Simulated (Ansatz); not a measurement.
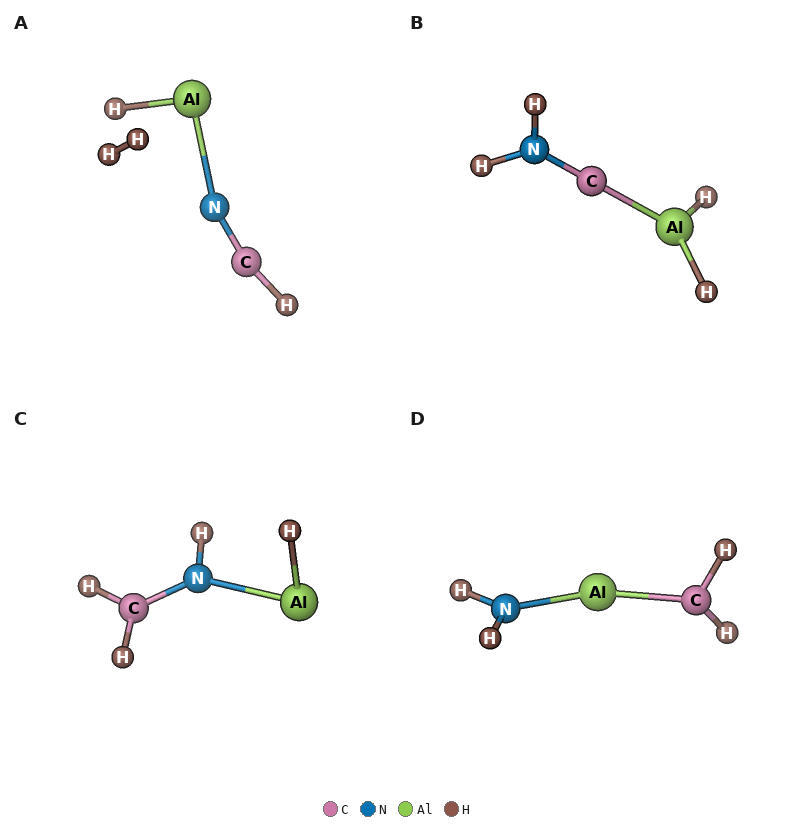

4 stationary structures of one formula. Geometries: PBE-D4/def2-SVP. Electronic energies: PBE-D4/def2-SVP (Ansatz 0.2.0), without zero-point energy. No frequency run is at hand to confirm each as a minimum. Each is one conformer, not always the lowest.

**Which is lowest in energy, and by how much?**

D is lowest; C lies 22.7 kJ/mol above it (C1), B lies 104.7 kJ/mol above it (C2v), A lies 146.8 kJ/mol above it (C1).
